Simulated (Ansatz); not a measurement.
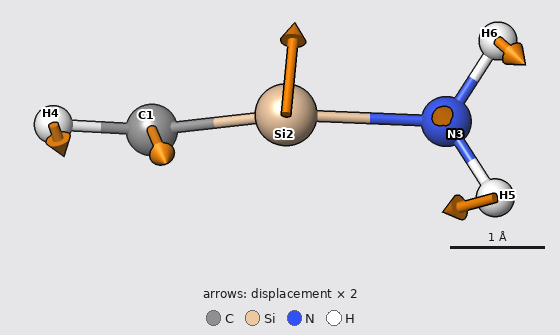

This is a relaxation of CH$_{3}$NSi. The starting structure is drawn; orange arrows show the displacements, 2 times their true length. The two geometries are superimposed by the best rigid fit.

The picture is a ball-and-stick view, seen face on.

It is one of the separated reactants of a reaction.

Theory: RKS PBE0-D4/def2-TZVP (Ansatz 0.2.0). (force threshold 0.005 eV/Å; at most 200 steps)

Describe the change and its energy.

Answer. Over 12 accepted moves (15 points after the start) the energy falls by 10.8 kJ/mol. The largest force component goes from 0.64 to 0.0027 eV/Å. The line search rejected the trial steps at points 3, 7, 12 of the run. The atom that moves furthest after the best rigid fit is Si2 (0.59 Å). Largest moves by element: Si 0.59 Å, C 0.40 Å, H 0.36 Å, N 0.16 Å. Near-neighbour distances that change, for instance: Si2–N3 1.731 → 1.691 Å, C1–Si2 1.673 → 1.645 Å, C1–H4 1.104 → 1.078 Å, N3–H6 1.024 → 1.004 Å. Bond angles that change, for instance: Si2–C1–H4 130.8° → 145.6°, C1–Si2–N3 139.3° → 132.1°, Si2–N3–H5 118.8° → 123.5°. The run took 26 s on 2 threads of Arm Neoverse V2, on a shared host.
